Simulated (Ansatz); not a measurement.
CH3BF: several calculations on one system

### Relaxation

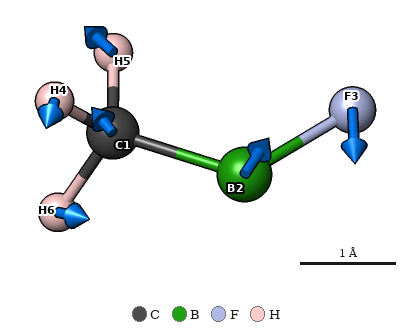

A relaxation of CH$_{3}$BF (multiplicity 2) (coarse preliminary run). The starting structure is drawn; blue arrows show the displacements, magnified 10 times. The two geometries are superimposed by the best rigid fit.

Style: ball-and-stick. Shown at a tilt.

These are results of UKS PBE-D4/def2-SVP (Ansatz 0.2.0), not measurements. (force threshold 0.03 eV/Å; at most 250 steps)

**What happened in the run?**

The optimiser took 5 steps. The atom that moves furthest after the best rigid fit is F3 (0.070 Å). Largest moves by element: F 0.070 Å, B 0.062 Å, H 0.057 Å, C 0.043 Å. Near-neighbour distances that change, for instance: B2–F3 1.413 → 1.322 Å, C1–B2 1.526 → 1.563 Å, C1–H6 1.135 → 1.110 Å, C1–H4 1.091 → 1.111 Å. Among the angles between lasting bonds that change: C1–B2–F3 119.1° → 124.3°, H4–C1–H5 105.1° → 109.3°, B2–C1–H6 112.9° → 109.6°. The run took roughly 9 core-seconds on a shared host.

### A change

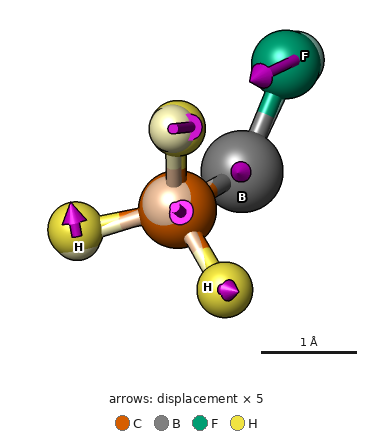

CH$_{3}$BF (multiplicity 2), drawn pale, and a changed version of it, drawn solid. The purple arrows show how the atoms are displaced, magnified 5 times. A ball-and-stick model, seen from a free direction.

Method: UKS PBE0-D4/def2-TZVPP in Ansatz 0.2.0. 

**What was done to the structure, and with what result?**

All atoms are moved at random (σ = 0.12 Å) from the PBE0-D4/def2-TZVP minimum. Energy change: +56.3 kJ/mol. The largest force is 5.4 eV/Å, on the F atom. The forces point partly back along the displacements (cosine −0.50). At other levels of theory the same distortion costs 61.4 kJ/mol (UKS PBE-D4/def2-TZVPP), 58.1 kJ/mol (UKS r2SCAN-D4/def2-TZVPP), 57.5 kJ/mol (UKS wB97M-V/def2-TZVPP), 63.0 kJ/mol (UHF-CCSD(T), frozen core/def2-TZVPP). Near-neighbour distances before and after: B–C 1.554 → 1.430 Å, B–F 1.311 → 1.226 Å, C–H 1.094 → 1.069 to 1.137 Å. Among the angles between lasting bonds that change: B–C–H 112.9° → 106.3°, H–C–H 109.3° → 103.1°.

### A change

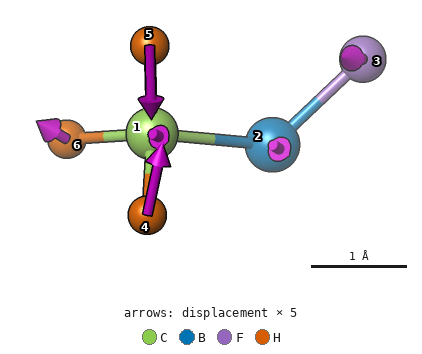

CH3BF (multiplicity 2). The purple arrows show how the atoms are displaced, magnified 5 times. A ball-and-stick model, seen at a tilt.

Theory: Ansatz, UKS r2SCAN-D4/def2-TZVPP. 

### Describe the change and its computed effect.

All atoms are moved at random (σ = 0.12 Å) from the PBE0-D4/def2-TZVP minimum. It costs 0.632 eV. The largest force is 5.4 eV/Å, on H5. The forces point partly back along the displacements (cosine −0.54). At other levels of theory the same distortion costs 0.677 eV (UKS PBE-D4/def2-TZVPP), 0.633 eV (UKS PBE0-D4/def2-TZVPP), 0.623 eV (UKS wB97M-V/def2-TZVPP), 0.645 eV (UHF-CCSD(T), frozen core/def2-TZVPP). Near-neighbour distances before and after: C1–H5 1.095 → 0.983 Å, C1–H4 1.094 → 1.029 Å, B2–F3 1.311 → 1.278 Å, C1–H6 1.094 → 1.125 Å. Among the angles between lasting bonds that change: H4–C1–H5 109.3° → 94.6°, C1–B2–F3 123.9° → 116.2°.

### Distortion

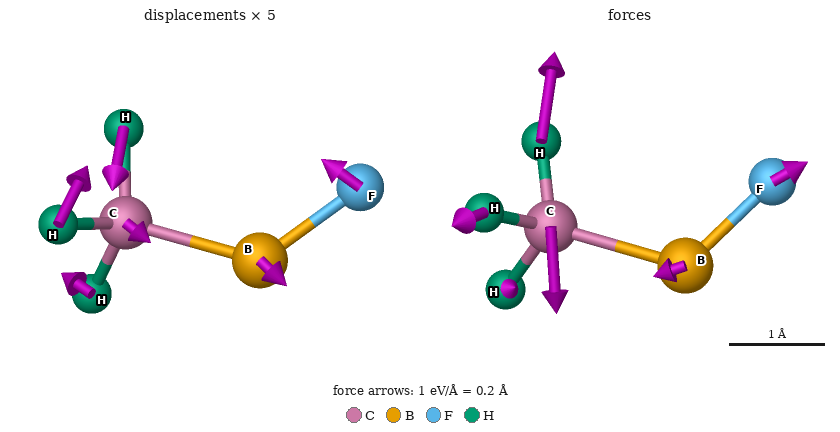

Left: CH3BF (multiplicity 2), with purple arrows for the displacements applied to it. Right: the displaced structure with the computed forces. Style: ball-and-stick. Shown from a free direction.

The calculation used UKS r2SCAN-D4/def2-TZVPP in Ansatz 0.2.0. 

Describe the distortion and the response.

All atoms are moved at random (σ = 0.12 Å) from the PBE0-D4/def2-TZVP minimum. It costs 14.6 kcal/mol. The largest force is 5.4 eV/Å, on an H atom. The forces point partly back along the displacements (cosine −0.54). At other levels of theory the same distortion costs 15.6 kcal/mol (UKS PBE-D4/def2-TZVPP), 14.6 kcal/mol (UKS PBE0-D4/def2-TZVPP), 14.4 kcal/mol (UKS wB97M-V/def2-TZVPP), 14.9 kcal/mol (UHF-CCSD(T), frozen core/def2-TZVPP). Near-neighbour distances before and after: C–H 1.094 → 0.983 to 1.125 Å, B–F 1.311 → 1.278 Å, B–C 1.554 → 1.561 Å. Among the angles between lasting bonds that change: H–C–H 109.3° → 94.6°, C–B–F 123.9° → 116.2°.
